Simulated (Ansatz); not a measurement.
**B2PLYP/def2-SVP run of C2H5BClF (SMILES BC(F)CCl)**

Aim: the vertical ionisation energy of C2H5BClF at B2PLYP/def2-SVP, from 2 runs. 

Program for the calculation: Ansatz 0.2.0.

123 further runs of the same task are left out: 123 set aside as unsound or not needed.

**1. The structure to begin with**

The species is C2H5BClF (10 atoms), meant as a singlet with charge 0. SMILES: `BC(F)CCl`. Geometry: relaxed at PBE0-D4/def2-TZVP. This is one conformer, not always the lowest.

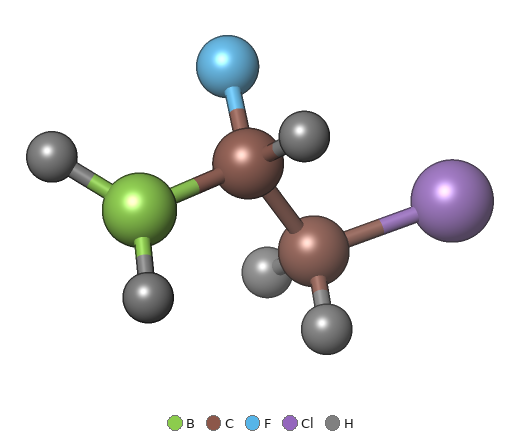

Viewed from a chosen angle; boron green, carbon brown, fluorine blue, chlorine purple, hydrogen grey.

**2. The energy at B2PLYP/def2-SVP**

File run.yaml:

```yaml
crystal:
  periodic: [false, false, false]
  atoms:
    - symbol: B
      position_ang: [-1.309200, -0.711700, -0.281200]
    - symbol: C
      position_ang: [0.178900, -0.496800, 0.126500]
    - symbol: F
      position_ang: [0.520300, -1.080300, 1.336000]
    - symbol: C
      position_ang: [0.655300, 0.934900, 0.100000]
    - symbol: Cl
      position_ang: [2.428700, 1.067800, 0.206300]
    - symbol: H
      position_ang: [-2.010300, -1.450800, 0.336900]
    - symbol: H
      position_ang: [-1.707400, -0.172300, -1.270600]
    - symbol: H
      position_ang: [0.728500, -1.046200, -0.665100]
    - symbol: H
      position_ang: [0.248500, 1.491800, 0.943700]
    - symbol: H
      position_ang: [0.349800, 1.412800, -0.829700]
basis:
  gaussian:
    orbitals: def2-SVP
correlation:
  frozen_orbitals: {B: 1, C: 1, Cl: 5, F: 1, H: 0}
output: {orbitals: {seedname: orbitals}}
hamiltonian:
  xc: {name: B2PLYP}
accuracy: high
```

On the command line:

```
$ ansatz run run.yaml --threads 1 --pin off --max-ram 3480MiB --events-out events.jsonl --progress --plain --runs-dir runs
```

The log of the run:

```text
Warning: RAYON_NUM_THREADS=1 ignored (pool sized by the plan → 1); use --threads N
Functional definition: B2PLYP
  name "B2PLYP"
  parameter a = 0.53
  parameter c = 0.27
  exchange = (1 - a)*b88_x + a*exact_x
  correlation = (1 - c)*lyp_c + c*(mp2_os + mp2_ss)
2335 factors; integrals over basis functions are off by at most 4.1e-9 eV
mean field evaluation 1: about -18044.8333 eV, gradient 2.4e1 eV
mean field evaluation 2: about -18045.3359 eV, gradient 2.4e1 eV
mean field evaluation 4: about -18046.6594 eV, gradient 3.0e0 eV
mean field evaluation 8: about -18046.6815 eV, gradient 2.2e-1 eV
mean field evaluation 16: about -18046.6816 eV, gradient 3.9e-5 eV
mean field -18046.68161770 eV, -663.2033169704 hartree, gradient 3.5e-8 eV, S^2 0.000000; 0 other end points of the search recorded, 0 dependent functions left out
9 core orbitals not correlated: weight in the atoms' cores, before any rotation towards them, 1.000 or more for the frozen orbitals, at most 0.000 for the correlated occupied ones
reference -18046.68164265 eV, -663.2033178872 hartree; 15, 15 occupied and 75, 75 virtual orbitals, 2335 factors
second order -22.22449938 eV of doubles, -0.00000000 eV of singles
Total energy: -18052.68225748 eV, -663.4238364149 hartree
```

Run time: 13 s. Hardware: 1 thread of Arm Neoverse V2, shared host; peak memory 0.36 GiB.

**3. The doublet cation**

File run.yaml:

```yaml
basis:
  gaussian:
    orbitals: def2-SVP
crystal:
  periodic: [false, false, false]
  atoms:
    - {symbol: B, position_ang: [-1.309200, -0.711700, -0.281200]}
    - {symbol: C, position_ang: [0.178900, -0.496800, 0.126500]}
    - {symbol: F, position_ang: [0.520300, -1.080300, 1.336000]}
    - {symbol: C, position_ang: [0.655300, 0.934900, 0.100000]}
    - {symbol: Cl, position_ang: [2.428700, 1.067800, 0.206300]}
    - {symbol: H, position_ang: [-2.010300, -1.450800, 0.336900]}
    - {symbol: H, position_ang: [-1.707400, -0.172300, -1.270600]}
    - {symbol: H, position_ang: [0.728500, -1.046200, -0.665100]}
    - {symbol: H, position_ang: [0.248500, 1.491800, 0.943700]}
    - {symbol: H, position_ang: [0.349800, 1.412800, -0.829700]}
correlation:
  frozen_orbitals: {B: 1, C: 1, Cl: 5, F: 1, H: 0}
hamiltonian:
  xc: {name: B2PLYP}
output: {orbitals: {seedname: orbitals}}
magnetization:
  spin_polarized: true
  initial_magnetization: 1
accuracy: high
total_charge: 1
```

On the command line:

```
$ ansatz run run.yaml --threads 1 --pin off --max-ram 3480MiB --events-out events.jsonl --progress --plain --runs-dir runs
```

The log of the run, cut to the lines that bear on the results:

```text
Warning: RAYON_NUM_THREADS=1 ignored (pool sized by the plan → 1); use --threads N
[... 2 set-up lines as earlier in the session ...]
[...]
2331 factors; integrals over basis functions are off by at most 4.1e-9 eV
[...]
mean field -18035.88327080 eV, -662.8064850410 hartree, gradient 3.1e-8 eV, S^2 0.755743; 6 other end points of the search recorded, 0 dependent functions left out
9 core orbitals not correlated: weight in the atoms' cores, before any rotation towards them, 1.000 or more for the frozen orbitals, at most 0.000 for the correlated occupied ones
reference -18035.88329608 eV, -662.8064859702 hartree; 15, 14 occupied and 75, 76 virtual orbitals, 2331 factors
second order -22.06324812 eV of doubles, -0.00000000 eV of singles
Total energy: -18041.84037307 eV, -663.0254045118 hartree
```

It took 43 s on 1 thread of Arm Neoverse V2, shared host; peak memory 0.6 GiB.

**4. What came out**

At B2PLYP/def2-SVP, 9 core orbitals frozen:

| quantity | value |
| --- | --- |
| singlet C2H5BClF: total energy | -663.42384 Eh |
| singlet C2H5BClF: HOMO energy (SCF part's orbitals) | -9.58 eV |
| singlet C2H5BClF: LUMO energy (SCF part's orbitals) | -0.63 eV |
| singlet C2H5BClF: HOMO–LUMO gap (SCF part's orbitals) | 8.96 eV |
| doublet cation: total energy | -663.02540 Eh |
| doublet cation: HOMO energy (SCF part's orbitals) (highest over α and β) | -15.88 eV |
| doublet cation: LUMO energy (SCF part's orbitals) (lowest over α and β) | -11.99 eV |
| doublet cation: ⟨S²⟩ | 0.756 |
| vertical ionisation energy (to the doublet cation) | 10.842 eV |

What this shows: Removing an electron at fixed nuclei costs 10.84 eV (1046 kJ/mol). −ε(HOMO) before ionisation, 9.58 eV, is 1.26 eV below this ionisation energy.
